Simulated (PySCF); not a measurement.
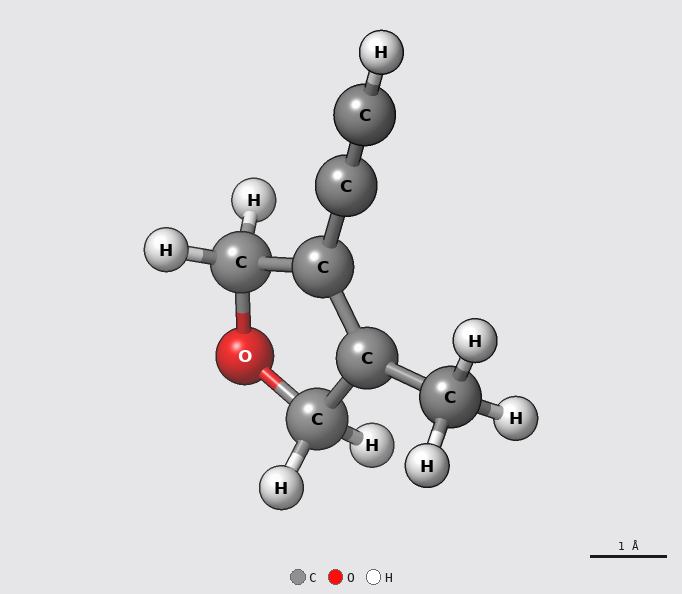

The picture shows a molecular structure as a ball-and-stick model.

Computed geometry: PBE0-D3(BJ)/def2-SVP optimisation. No frequency run is at hand to confirm it as a minimum.

> Which formula does it have?

C7H8O, 16 atoms: 7 carbon, 8 hydrogen and 1 oxygen.

> Count the bonded pairs by element.

8 C–H, 6 C–C, 2 C–O.

> Does it have rings?

Independent rings (smallest set): 1 of 5 members.

> Give a SMILES string for it.

C#CC1=C(C)COC1

The parts below concern this one geometry. Atoms keep their numbers from picture to picture.

### Shape

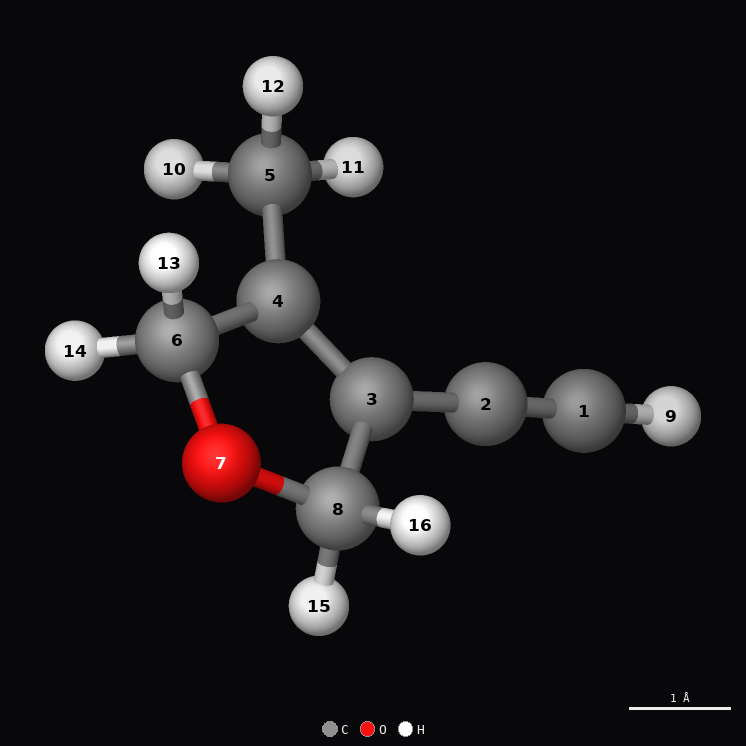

Atoms carry their numbers in the input. No frequency run is at hand to confirm it as a minimum.

Give these bond angles: C1–C2–C3, C2–C1–H9, C2–C3–C4, C3–C4–C6, C3–C8–H16, C4–C3–C8, C4–C6–O7, C5–C4–C6, C6–O7–C8, O7–C6–H13, O7–C8–H15, O7–C8–H16.

```json
{"angle": "C1–C2–C3", "degrees": "178.6"}
{"angle": "C2–C1–H9", "degrees": "179.7"}
{"angle": "C2–C3–C4", "degrees": "127.4"}
{"angle": "C3–C4–C6", "degrees": "108.2"}
{"angle": "C3–C8–H16", "degrees": "111.8"}
{"angle": "C4–C3–C8", "degrees": "109.3"}
{"angle": "C4–C6–O7", "degrees": "106.3"}
{"angle": "C5–C4–C6", "degrees": "123.3"}
{"angle": "C6–O7–C8", "degrees": "110.9"}
{"angle": "O7–C6–H13", "degrees": "110.5"}
{"angle": "O7–C8–H15", "degrees": "111.0"}
{"angle": "O7–C8–H16", "degrees": "110.5"}
```

### Quadrupole coupling

No frequency run is at hand to confirm it as a minimum. Electric field gradients from the ground-state density, PBE0/pcSseg-1 in acetonitrile (IEF-PCM) (PySCF 2.14.0), non-relativistic apart from any core potentials.

Give the largest field-gradient component, the quadrupole coupling constant and the asymmetry for 17O at O7 (Q = −25.6 mb), 2H at H9 (Q = 2.86 mb), 2H at H10 (Q = 2.86 mb), 2H at H11 (Q = 2.86 mb), 2H at H12 (Q = 2.86 mb).

```csv
atom,V_zz (a.u.),e²qQ/h (MHz),η
O7,2.096,−12.61,0.99
H9,0.338,0.227,0.01
H10,0.285,0.191,0.03
H11,0.291,0.196,0.03
H12,0.285,0.191,0.03
```

### NMR shielding

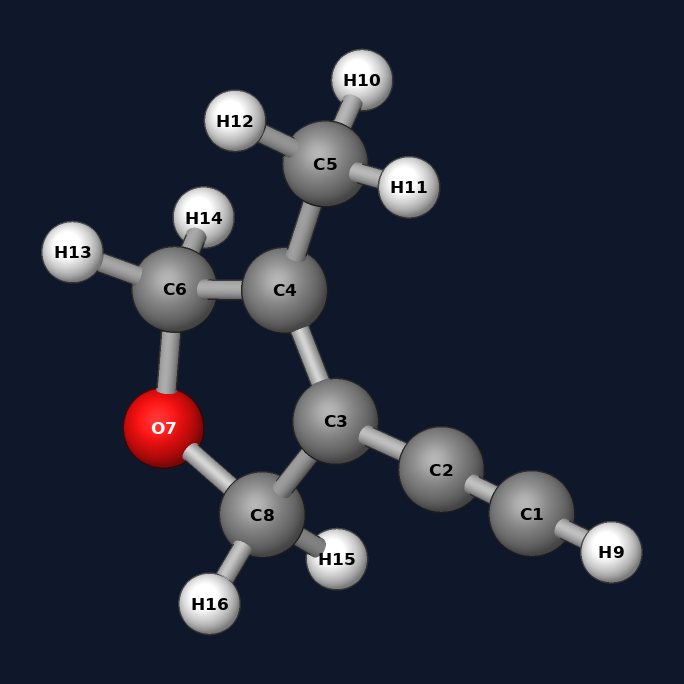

No frequency run is at hand to confirm it as a minimum. Level of theory: GIAO PBE0/pcSseg-1 NMR shielding, non-relativistic, IEF-PCM chloroform (PySCF 2.14.0). Principal shieldings σ11 ≤ σ22 ≤ σ33, span Ω = σ33 − σ11, skew κ = 3(σiso − σ22)/Ω.

Give the shielding tensors of the O atoms.

```csv
atom,σ11,σ22,σ33,σiso,Ω,κ
O7,227.7,311.1,408.6,315.8,180.8,0.08
```

Shieldings and span in ppm.

### Bond orders

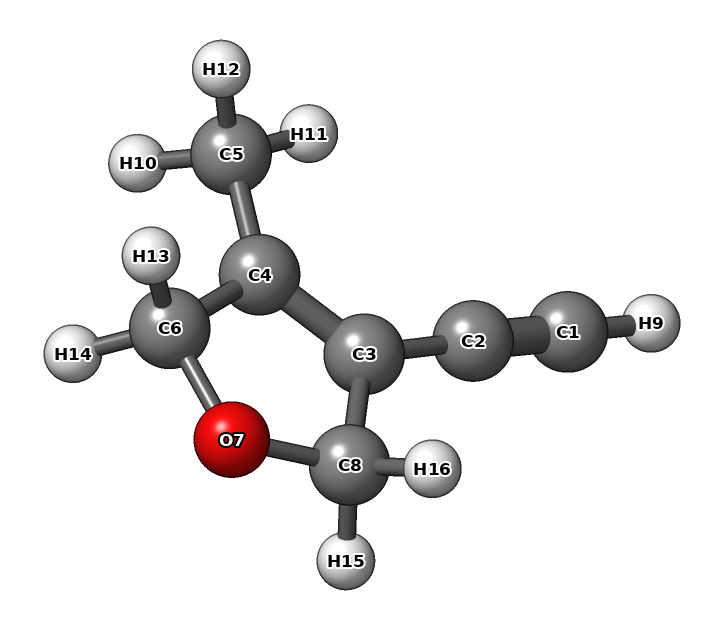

The thickness of each stick grows with its Mayer bond order. No frequency run is at hand to confirm it as a minimum. Method: PBE0/pcSseg-1 in acetonitrile (IEF-PCM) (PySCF 2.14.0).

> Which bond between heavy atoms has the highest Mayer bond order?

C1–C2, 2.29, at a length of 1.215 Å.

List the Mayer bond orders of C1–C2, C2–C3, C3–C4, C3–C8, C4–C5, C4–C6, C6–O7, O7–C8 (bonds between heavy atoms, one of each equivalent set). Atoms whose distances differ by more than 0.02 Å in this geometry are listed apart.

```csv
bond,Mayer order,length (Å)
C1–C2,2.29,1.215
C2–C3,1.01,1.417
C3–C4,1.68,1.347
C3–C8,1.05,1.507
C4–C5,1.13,1.483
C4–C6,1.06,1.498
C6–O7,0.92,1.404
O7–C8,0.91,1.407
```

### Ring current

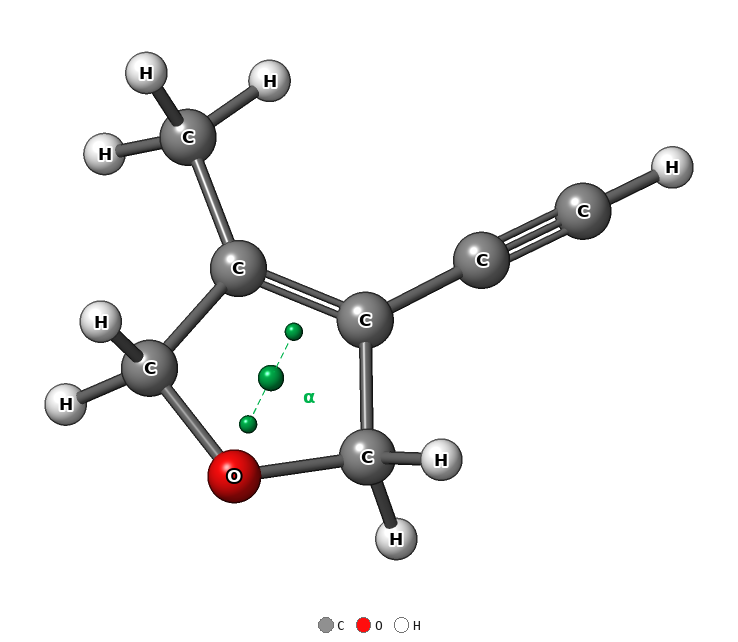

The small points mark where nucleus-independent chemical shifts (NICS) were computed: at the centre of each lettered ring and 1 Å above and below it. No frequency run is at hand to confirm it as a minimum. Level of theory: GIAO PBE0/pcSseg-1 NMR shielding, non-relativistic, IEF-PCM chloroform (PySCF 2.14.0).

Give NICS(0), NICS(1) and the out-of-plane component NICS(1)zz for each ring (means of the two sides).

```
ring  members  NICS(0)  NICS(1)  NICS(1)zz
   α      C4O     −4.4     −2.5       −3.6
```

Values in ppm.

> What do the values say about the ring currents?

Ring α: weak, as in a non-aromatic ring. NICS is one index among several.
